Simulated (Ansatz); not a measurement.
## CH6AlFO: geometry relaxation (part 2 of 2)

Continued. System: CH6AlFO. Method: UKS PBE-D4/6-31G* (Ansatz 0.2.0). It belongs to a series of runs on one base structure; here: end point B relaxed.

Geometry of the input (Å):
```
Al -1.5164  0.3511  0.2837
F  -0.5712  -2.2559  -1.0311
H  -1.7448  1.4141  -0.8882
H  -2.6061  -0.3530  1.2043
H  0.0055  -2.0147  -0.3490
O  0.2022  -0.0460  0.7468
C  1.3169  0.5973  0.1291
H  2.2464  0.1403  0.5148
H  1.3527  1.6791  0.3632
H  1.3147  0.4879  -0.9736
```

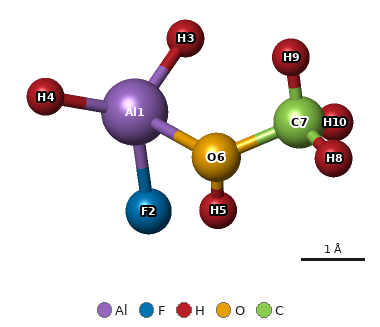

Figure 1. The geometry at step 11 of the log (ball-and-stick view, seen at a tilt; atoms are numbered from 1 in the order of the input).

### Trajectory as extended XYZ, continued
```
10
Properties=species:S:1:pos:R:3:forces:R:3 step=5 energy=-12485.93964
Al   -1.4342   -0.0418    0.1099   -0.9607   0.5052  -0.0391
F    -0.9396   -1.6454   -0.7146   -0.6901  -1.0008  -0.9765
H    -1.6187    1.0996   -1.0103    0.0262  -0.0158   0.1065
H    -2.5344   -0.5226    1.1620    0.0121   0.1634   0.0958
H    -0.0542   -1.3764   -0.2096    0.9020   0.5165   0.7286
O     0.2837   -0.2777    0.6191    0.6759  -0.1898   0.0079
C     1.3539    0.5270    0.1087    0.0518   0.1604   0.0178
H     2.3118    0.1367    0.4929   -0.0016   0.0000  -0.0010
H     1.2448    1.5778    0.4423    0.0008  -0.1361  -0.0001
H     1.3870    0.5228   -1.0003   -0.0165  -0.0030   0.0601
10
Properties=species:S:1:pos:R:3:forces:R:3 step=6 energy=-12486.08239
Al   -1.4670   -0.0757    0.0853   -0.6255   0.1740  -0.0449
F    -0.9383   -1.6764   -0.7269   -0.7810  -0.6331  -0.6767
H    -1.6156    1.0660   -1.0310   -0.0016   0.0273   0.0537
H    -2.5383   -0.4395    1.2195    0.0758   0.0859  -0.0204
H    -0.0208   -1.3183   -0.2056    0.9144   0.5485   0.7228
O     0.2939   -0.3262    0.5741    0.4183  -0.1806  -0.0798
C     1.3555    0.5200    0.1085    0.0599   0.1641  -0.0501
H     2.3180    0.1343    0.4854   -0.0221  -0.0123   0.0083
H     1.2145    1.5501    0.4905    0.0059  -0.1583  -0.0164
H     1.3981    0.5655   -0.9998   -0.0442  -0.0157   0.1035
10
Properties=species:S:1:pos:R:3:forces:R:3 step=7 energy=-12486.26369
Al   -1.5368   -0.1491    0.0264   -0.5268  -0.2354  -0.0321
F    -0.9690   -1.6897   -0.7366   -1.5696  -0.4525  -0.6905
H    -1.6142    1.0323   -1.0489   -0.0097   0.0838   0.0284
H    -2.5409   -0.3566    1.2779    0.1879   0.0396  -0.2002
H     0.0598   -1.1593   -0.1330    1.3104  -1.2483  -0.8070
O     0.3199   -0.4128    0.4968    0.6862   2.1222   1.8073
C     1.3656    0.5013    0.1002    0.0514   0.0899  -0.2249
H     2.3323    0.1268    0.4745   -0.0346  -0.0267   0.0018
H     1.1686    1.4983    0.5466   -0.0330  -0.3391  -0.0738
H     1.4146    0.6088   -1.0039   -0.0621  -0.0336   0.1911
10
Properties=species:S:1:pos:R:3:forces:R:3 step=8 energy=-12486.47917
Al   -1.5343   -0.1746    0.0115   -0.6509  -0.1090  -0.0142
F    -1.0861   -1.7222   -0.7741   -0.3619   0.2806   0.0757
H    -1.6195    1.0254   -1.0455    0.0459   0.0693   0.0212
H    -2.5275   -0.3498    1.2757    0.1994   0.0267  -0.1603
H     0.0884   -1.1890   -0.1330    1.2637   0.0874   0.2246
O     0.3408   -0.3892    0.5208   -0.4794  -0.1447   0.0486
C     1.3835    0.5187    0.1075    0.0788   0.1315  -0.3096
H     2.3510    0.1514    0.4872   -0.0388  -0.0215  -0.0026
H     1.1741    1.5153    0.5472   -0.0048  -0.3102  -0.0825
H     1.4296    0.6141   -0.9973   -0.0520  -0.0101   0.1991
10
Properties=species:S:1:pos:R:3:forces:R:3 step=9 energy=-12486.54696
Al   -1.6049   -0.2632   -0.0631   -0.5245   1.2228   0.7201
F    -1.2643   -1.7320   -0.8144    0.1569  -0.6875  -0.3597
H    -1.5898    1.0344   -1.0241    0.0074  -0.0913   0.0069
H    -2.4956   -0.3206    1.2920    0.1379  -0.0538  -0.2349
H     0.2445   -1.1376   -0.0607    0.6776  -2.3088  -1.6556
O     0.3655   -0.4000    0.5153   -0.4189   1.9969   1.6606
C     1.3988    0.5241    0.1027   -0.1060   0.0932  -0.0961
H     2.3656    0.1758    0.4997   -0.0038   0.0138  -0.0248
H     1.1367    1.5004    0.5506    0.1055  -0.2020  -0.1198
H     1.4433    0.6187   -0.9979   -0.0321   0.0166   0.1033
10
Properties=species:S:1:pos:R:3:forces:R:3 step=10 energy=-12486.68423
Al   -1.6089   -0.2147   -0.0504    0.2089   0.4058   0.2324
F    -1.1944   -1.6956   -0.8138   -0.1611  -0.3630  -0.2643
H    -1.5744    1.0834   -1.0098   -0.0625  -0.0810   0.0383
H    -2.4830   -0.3397    1.2863   -0.0498  -0.0040  -0.0691
H     0.2775   -1.2293   -0.0527    0.3975   0.5506   0.3858
O     0.3416   -0.3943    0.5310   -0.4192  -0.5235  -0.2488
C     1.3722    0.5184    0.0954    0.0096   0.0102   0.0032
H     2.3389    0.1825    0.5034    0.0266   0.0322  -0.0404
H     1.1117    1.5020    0.5151    0.0688  -0.0438  -0.0405
H     1.4187    0.5875   -1.0045   -0.0189   0.0166   0.0034
10
Properties=species:S:1:pos:R:3:forces:R:3 step=11 energy=-12486.72309
Al   -1.5884   -0.2055   -0.0379    0.0026  -0.2041  -0.1647
F    -1.2543   -1.7054   -0.8347   -0.0444   0.1371   0.0732
H    -1.6026    1.0814   -1.0060    0.0852   0.0036   0.0473
H    -2.5249   -0.3217    1.2556    0.0578   0.0115   0.0431
H     0.3695   -1.2471   -0.0149    0.0826   0.3306   0.2368
O     0.3548   -0.4059    0.5371   -0.2716  -0.3547  -0.1883
C     1.3750    0.5193    0.0957    0.0966   0.0636  -0.0173
H     2.3529    0.1892    0.4821   -0.0087   0.0081  -0.0195
H     1.1169    1.4962    0.5264    0.0253  -0.0028   0.0019
H     1.4010    0.5995   -1.0034   -0.0253   0.0071  -0.0126
10
Properties=species:S:1:pos:R:3:forces:R:3 step=12 energy=-12486.73866
Al   -1.6006   -0.2278   -0.0641    0.0826   0.0982   0.0344
F    -1.3183   -1.7170   -0.8551    0.0064  -0.0592  -0.0496
H    -1.5473    1.0881   -0.9962    0.0268  -0.0433   0.0172
H    -2.4997   -0.3062    1.2591    0.0087  -0.0046   0.0136
H     0.4413   -1.2571    0.0228   -0.0714   0.2079   0.2227
O     0.3463   -0.4090    0.5392   -0.0785  -0.3358  -0.2434
C     1.3614    0.5250    0.0939    0.0333   0.0702   0.0448
H     2.3440    0.1978    0.4704   -0.0122   0.0059  -0.0125
H     1.0990    1.4948    0.5339    0.0211   0.0469   0.0111
H     1.3737    0.6114   -1.0040   -0.0168   0.0140  -0.0383
10
Properties=species:S:1:pos:R:3:forces:R:3 step=13 energy=-12486.74171
Al   -1.5907   -0.2273   -0.0750    0.0605  -0.0251  -0.0423
F    -1.3255   -1.7110   -0.8830   -0.0055  -0.0533   0.0275
H    -1.5141    1.0695   -1.0199   -0.0101   0.0691   0.0058
H    -2.4726   -0.3130    1.2576   -0.0359   0.0180   0.0143
H     0.4414   -1.2763    0.0970    0.0786   0.0288  -0.0734
O     0.3307   -0.4019    0.5449   -0.0567   0.1246   0.1034
C     1.3476    0.5347    0.0923    0.0407  -0.1183  -0.0467
H     2.3337    0.1739    0.4267   -0.0116   0.0374  -0.0211
H     1.1268    1.5026    0.5636   -0.0556  -0.0806   0.0270
H     1.3225    0.6487   -1.0042   -0.0044  -0.0006   0.0055
10
Properties=species:S:1:pos:R:3:forces:R:3 step=14 energy=-12486.74491
Al   -1.5724   -0.2294   -0.0860   -0.0259  -0.0572   0.0904
F    -1.3189   -1.7353   -0.8600    0.0049   0.0344   0.0052
H    -1.4852    1.0714   -1.0261    0.0329   0.0132  -0.0367
H    -2.4774   -0.2686    1.2371   -0.0079  -0.0093  -0.0144
H     0.4563   -1.2810    0.0873    0.0172  -0.0234  -0.0035
O     0.3432   -0.4217    0.5641   -0.0520   0.0268  -0.0760
C     1.3355    0.5303    0.0933    0.0176   0.0388   0.0311
H     2.3377    0.1813    0.3856    0.0121  -0.0088  -0.0061
H     1.1107    1.4767    0.6029    0.0150   0.0029  -0.0137
H     1.2705    0.6761   -0.9982   -0.0138  -0.0174   0.0237
10
Properties=species:S:1:pos:R:3:forces:R:3 step=15 energy=-12486.74645
Al   -1.5783   -0.2351   -0.0801   -0.0144   0.0055  -0.0058
F    -1.3278   -1.7431   -0.8487    0.0050   0.0022   0.0106
H    -1.4785    1.0564   -1.0371    0.0036   0.0015  -0.0018
H    -2.4908   -0.2680    1.2371    0.0018  -0.0018  -0.0004
H     0.4593   -1.2756    0.0803    0.0007   0.0006   0.0015
O     0.3385   -0.4138    0.5512    0.0033  -0.0277  -0.0113
C     1.3398    0.5351    0.0949   -0.0014   0.0307   0.0122
H     2.3395    0.1712    0.3788   -0.0027  -0.0060  -0.0045
H     1.1268    1.4769    0.6171    0.0055   0.0035   0.0007
H     1.2714    0.6960   -0.9936   -0.0014  -0.0086  -0.0010
10
Properties=species:S:1:pos:R:3:forces:R:3 step=16 energy=-12486.74643 accepted=F
Al   -1.5808   -0.2342   -0.0814    0.0368  -0.0199   0.0080
F    -1.3254   -1.7504   -0.8325   -0.0226  -0.0095  -0.0172
H    -1.4735    1.0490   -1.0489   -0.0072   0.0000  -0.0030
H    -2.4902   -0.2562    1.2375   -0.0075   0.0046  -0.0003
H     0.4606   -1.2775    0.0670   -0.0129   0.0171   0.0016
O     0.3391   -0.4190    0.5442    0.0092   0.0140   0.0106
C     1.3381    0.5371    0.0976   -0.0010  -0.0126   0.0039
H     2.3386    0.1682    0.3721    0.0028   0.0029  -0.0036
H     1.1283    1.4721    0.6330   -0.0003   0.0014   0.0031
H     1.2650    0.7109   -0.9886    0.0028   0.0020  -0.0030
10
Properties=species:S:1:pos:R:3:forces:R:3 step=17 energy=-12486.74659
Al   -1.5788   -0.2354   -0.0808   -0.0027  -0.0010  -0.0007
F    -1.3294   -1.7473   -0.8417    0.0008  -0.0012   0.0005
H    -1.4764    1.0523   -1.0431    0.0019  -0.0006  -0.0011
H    -2.4911   -0.2624    1.2365    0.0003   0.0013   0.0012
H     0.4609   -1.2761    0.0747   -0.0008   0.0005  -0.0017
O     0.3394   -0.4162    0.5484   -0.0011  -0.0011   0.0015
C     1.3393    0.5367    0.0966    0.0020   0.0038   0.0002
H     2.3394    0.1696    0.3747   -0.0008   0.0002  -0.0020
H     1.1288    1.4753    0.6255    0.0000  -0.0021   0.0015
H     1.2678    0.7035   -0.9909    0.0005   0.0001   0.0007
```

### Key numbers

```json
{"quantity": "outcome", "value": "converged"}
{"quantity": "total energy", "value": "−12486.7466 eV"}
{"quantity": "mean-field energy", "value": "−12486.6010 eV"}
{"quantity": "largest force (length of the vector) at the end", "value": "0.004 eV/Å"}
{"quantity": "hardware", "value": "2 threads of Intel Xeon (Granite Rapids), 16 GiB of memory available, shared host"}
{"quantity": "wall time", "value": "20 s (CPU time 37 s)"}
{"quantity": "peak memory", "value": "0.19 GiB"}
```
